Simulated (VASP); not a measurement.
Shape and ions are relaxed at each volume.

Energy against volume of Mg (hcp). Computed with r2SCAN meta-GGA, VASP's PBE PAW potentials (set 64) (plane waves; VASP 6.6.1).

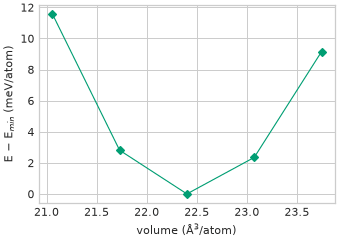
*Energy against volume*

Task: Estimate the equilibrium volume and the bulk modulus.

Result: The minimum lies near 22.4 Å³/atom, and the curvature gives B0 of about 41 GPa.

Measured: bulk modulus 38.6 GPa at 0 K (computed value off by +5.7 %), as given by K. Lejaeghere et al., Critical reviews in solid state and materials sciences/CRC critical reviews in solid state and materials sciences (2013), arXiv:1204.2733 [extrapolated to 0 K and zero-point effects removed (source: thermally corrected experimental values)].

The compound is Mg in the hcp structure. It was relaxed first.
